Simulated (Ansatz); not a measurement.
Consider CsRe₃.

Input file:

```
crystal:
  lattice:
    - [0.0, 3.2846078296, 3.2846078296]
    - [3.2846078296, 0.0, 3.2846078296]
    - [3.2846078296, 3.2846078296, 0.0]
  atoms:
    - { symbol: Cs, position: [0.0, 0.0, 0.0] }
    - { symbol: Re, position: [0.5, 0.5, 0.5] }
    - { symbol: Re, position: [0.25, 0.25, 0.25] }
    - { symbol: Re, position: [0.75, 0.75, 0.75] }
basis:
  ecutwfc: 420
kpoints:
  mp_grid: { grid: [12, 12, 12] }
hamiltonian:
  xc: pbe
scf:
  occupations: { method: gaussian, width: 0.1 }
output:
  forces: true
  stress: true
  eigenvalues: true
  write_density: true
  write_potential: true
  elf: true
  volumetric_format: npy
relax:
  adjacent_minimum: "off"
  f_tol: 0.01
  max_steps: 80
  cell: { stress_tol: 0.05 }
```

Launched as:

```sh
ansatz run input.yaml --threads 1 --pin off --max-ram 2560MiB --backend cpu --events-out ev --progress --plain --runs-dir out
```

Below, planes, directions and counts refer to the conventional cell (a = 6.57 Å, b = 6.57 Å, c = 6.57 Å, α = 90.00°, β = 90.00°, γ = 90.00°).

The fields are those of the relaxed geometry.

Space group Fm-3m; started from the TiAl3 (D0_22)_139 prototype, which need not be the ambient phase; computed without spin polarisation.

Theory: DFT PBE, scalar-relativistic, plane waves, PAW in Ansatz 0.2.0.

> Predict the valence pseudo-density and electron localisation function between the atoms.

Cs–Re (2.84 Å): the density is about 0.34 e/Å³ at the midpoint; the ELF is about 0.25 at the midpoint: no localised pair shows between them.
Re–Re (2.84 Å): ρ at the midpoint is about 0.4 e/Å³; the ELF reaches about 0.50 near the midpoint.

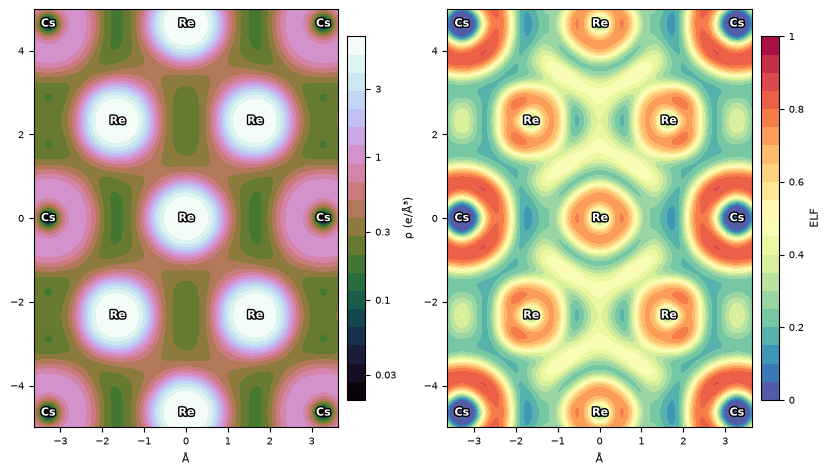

Computed valence pseudo-density and electron localisation function on the (011) plane of the conventional cell, in this order. 

The density is the valence pseudo-density of a PAW calculation; it isn't the true density close to the nuclei.
